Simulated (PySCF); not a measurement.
B(Et)(OMe)(NH2), SMILES CCB(N)OC (C₃H₁₀BNO), singlet, GFN2-xTB optimised geometry. Atoms within 1.6 Å of the plane z = 0.6 Å (x, y, z in Å): B1 (-0.71, 0.05, 0.00), C2 (-1.44, -1.37, -0.01), H4 (-2.20, -1.42, 0.76), H5 (-0.71, -2.16, 0.21), O9 (0.65, 0.05, 0.00), C10 (1.43, 1.22, -0.01), H11 (1.23, 1.84, 0.88), H12 (2.48, 0.92, 0.00), H13 (1.23, 1.82, -0.90), N14 (-1.47, 1.23, 0.00), H15 (-2.48, 1.22, 0.00), H16 (-1.09, 2.16, -0.01).

Method: PySCF with B3LYP/def2-TZVP.

Map of the electron localisation function on the plane z = 0.6 Å:

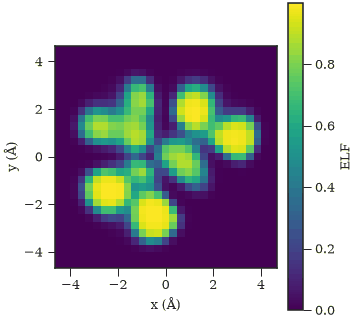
Fig. 1. Electron localisation function on the plane z = 0.6 Å.
